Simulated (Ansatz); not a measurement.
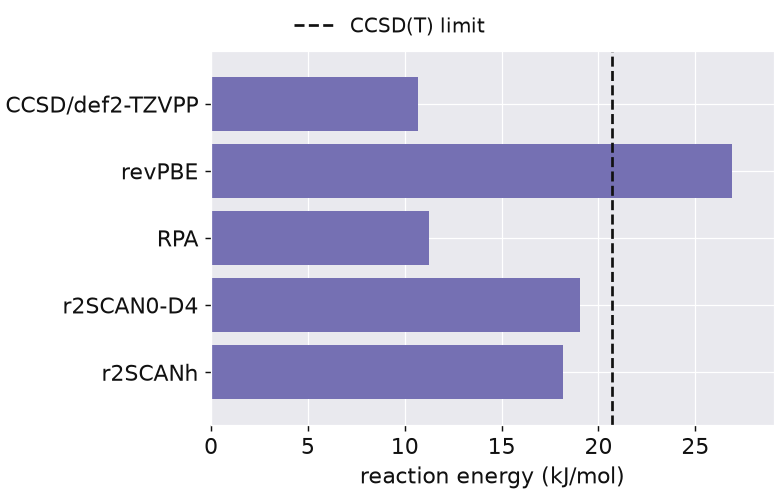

Electronic reaction energy of AlICl₂ ([Cl][Al]([Cl])[I]) + BH₃O (BO) → AlBH₂OCl₂ (B[O][Al]([Cl])[Cl]) + HI (I) (SMILES in brackets) at several levels (functionals in def2-TZVPP unless a basis is named), isolated molecules at PBE0-D4 triple-zeta geometries, minima by their frequencies, no zero-point or thermal terms, the Ansatz code. The line is frozen-core CCSD(T) at the basis limit (MP2 extrapolated from triple and quadruple zeta, plus CCSD(T) less MP2 in a smaller set). RPA holds a correlation term that converges slowly with the basis, so part of the distance to the limit is basis error. No dispersion term is added to revPBE and r2SCANh. The distance of CCSD/def2-TZVPP to the limit includes basis error. Core potentials past Kr. The limit lies 6.9 kJ/mol from CCSD(T)/def2-TZVPP, so the line itself is uncertain by a part of that.

Which level comes closest to the line (CCSD(T) limit), and which misses most?

Answer. Closest r2SCAN0-D4 (19.0 kJ/mol), against 20.7 kJ/mol; farthest CCSD/def2-TZVPP (10.7 kJ/mol).

Give the values.

Answer.
```tsv
level	kJ/mol	less CCSD(T) limit
CCSD/def2-TZVPP	10.7	−10.0
revPBE	26.9	6.2
RPA	11.3	−9.4
r2SCAN0-D4	19.0	−1.7
r2SCANh	18.2	−2.5
CCSD(T) limit	20.7	0.0
```

Known limits of this run: outer-core shells are correlated without core-valence functions, which makes the correlated values less sure; spin-orbit coupling is left out, and with I it can shift these values; one conformer of each flexible molecule.
